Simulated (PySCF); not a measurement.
HSSr···CdHS (charge +2)

Input

```
{"job": {"kind": "inter", "xc": "PBE0", "basis": "def2-TZVPD", "disp": "d3bj", "pairs": true}, "charge": 2, "multiplicity": 1, "parts": [{"atoms": "0-0", "charge": 2, "multiplicity": 1}, {"atoms": "1-2", "charge": -1, "multiplicity": 1}, {"atoms": "3-3", "charge": 2, "multiplicity": 1}, {"atoms": "4-5", "charge": -1, "multiplicity": 1}]}
Sr     5.028233    15.888252   -16.254677
S      6.456970    15.203607   -14.166452
H      5.486140    14.585929   -13.451274
Cd    -4.718983   -17.780131    18.894291
S     -5.349491   -16.311816    17.175406
H     -6.648238   -16.706437    17.224443
```

Run with:

```sh
OMP_NUM_THREADS=1 python cluster_run.py task.json out
```

Geometry: PBE0-D3(BJ)/def2-SVP; core potentials replace the inner electrons of Sr and Cd.

These are results of PySCF, PBE0-D3(BJ)/def2-TZVPD, SCF density, gas phase, scalar-relativistic core potentials on the heavy atoms, not measurements.

### Predict the electron density and electron localisation function between the atoms.

Cd–S (2.35 Å): ρ at the midpoint is about 0.54 e/Å³; the ELF peaks at about 0.70 in the valence shell of S, 0.9 Å from its nucleus, and is about 0.45 at the midpoint.
S–H (1.36 Å): ρ at the midpoint is about 1.5 e/Å³; the ELF climbs to about 1 towards the hydrogen, as it does in any bond to H.

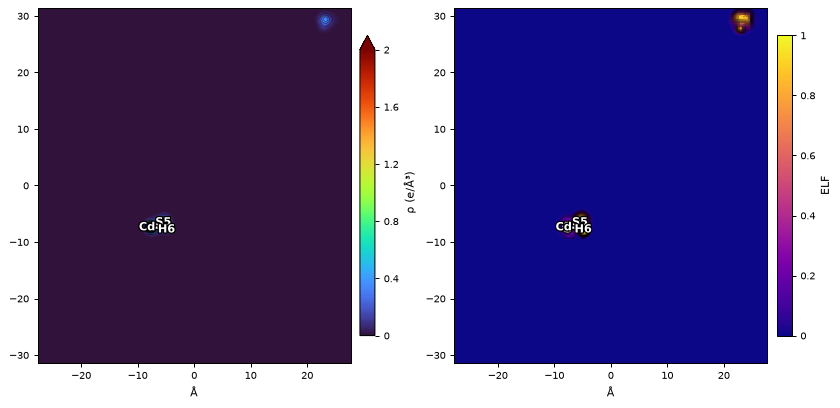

Computed electron density and electron localisation function on the plane of atoms Cd4, S5 and H6, in this order. Grey discs cover the atomic cores in the ELF map. 
